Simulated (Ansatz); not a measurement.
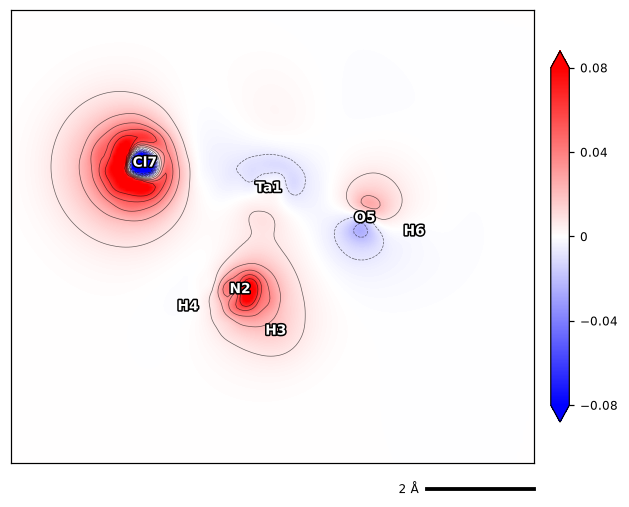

Figure. Cl$_{3}$H$_{3}$NOTa. The HOMO on the plane of atoms N2, Ta1 and O5 (values in Å⁻³ᐟ²; the overall sign is arbitrary).

Core potentials replace the inner electrons of Ta.

The calculation used Ansatz 0.2.0, RKS PBE-D4/def2-SVP.

The calculation's input:

```
crystal:
  periodic: [false, false, false]
  atoms:
    - { symbol: Ta, position_ang: [0.0, 0.0, 0.0] }
    - { symbol: "N", position_ang: [2.16, 0.0, 0.0] }
    - { symbol: H, position_ang: [2.69, -0.5118, 0.762] }
    - { symbol: H, position_ang: [2.69, 0.5118, -0.762] }
    - { symbol: O, position_ang: [0.0, 0.0, 2.02] }
    - { symbol: H, position_ang: [-0.2547, -0.9174, 2.3571] }
    - { symbol: Cl, position_ang: [0.0, 0.0, -2.47] }
    - { symbol: Cl, position_ang: [-1.235, 2.139, 0.0] }
    - { symbol: Cl, position_ang: [-1.235, -2.139, 0.0] }
basis:
  gaussian: { orbitals: def2-SVP }
hamiltonian:
  xc: pbe
  dispersion: d4
relax:
  f_tol: 0.02
  max_steps: 40
output:
  orbitals: {}
```

Run with:

```sh
ansatz run input.yaml --threads 2 --pin off --max-ram 3072MiB --backend cpu --events-out ev --progress --plain --runs-dir out
```

The fields are those of the run's last geometry, not of the input's.

Q: Where does this orbital lie, and at what energy?

A: Its weight (Hirshfeld) is mainly on Cl7 (about 35 %), N2 (about 30 %), Cl9 (about 10 %) and Cl8 (about 10 %); largely a combination of lone pairs on Cl7, N2, Cl9 and Cl8. Its energy is −6.89 eV.
